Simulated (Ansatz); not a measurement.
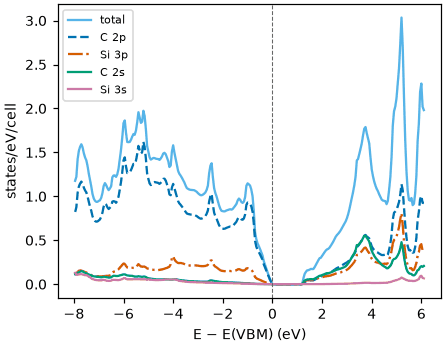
Fig. 1. Total and projected density of states of SiC₃ in space group P-4m2 (No. 115; C on 1a, C on 2g, Si on 1c), PBEsol (plane waves, PAW; program Ansatz)

### Question
Which orbitals carry the states next to the gap?

### Answer
Top 1 eV of the valence band: C 2p 83 %, Si 3p 14 %. Bottom 1 eV of the conduction band: C 2s 33 %, C 2p 27 %, Si 3p 26 %, outside the projected shells 14 %. Projections are on Löwdin-orthogonalised atomic valence shells; empty p or d shells of many metals are not among them.

### Question
Where is the tallest occupied peak in this window, and what makes it?

### Answer
Near -5.2 eV, about 2.0 states/eV per cell; the largest projected share is C 2p.

The start of the workflow was typed in or built on a structure type; neither database checked (COD, Materials Project) lists it. Whether it is the stable phase at ambient conditions was not checked. The PBEsol relaxation kept the symmetry of its start; whether a distortion lowers the energy is not shown. Its formation energy is positive at this level, so the cell may be metastable or incomplete.

Potentials: the earlier of the program's two PAW sets. The files were generated under PBE; for other functionals the program regenerates the frozen cores, and for LDA and PBEsol the local potential too.
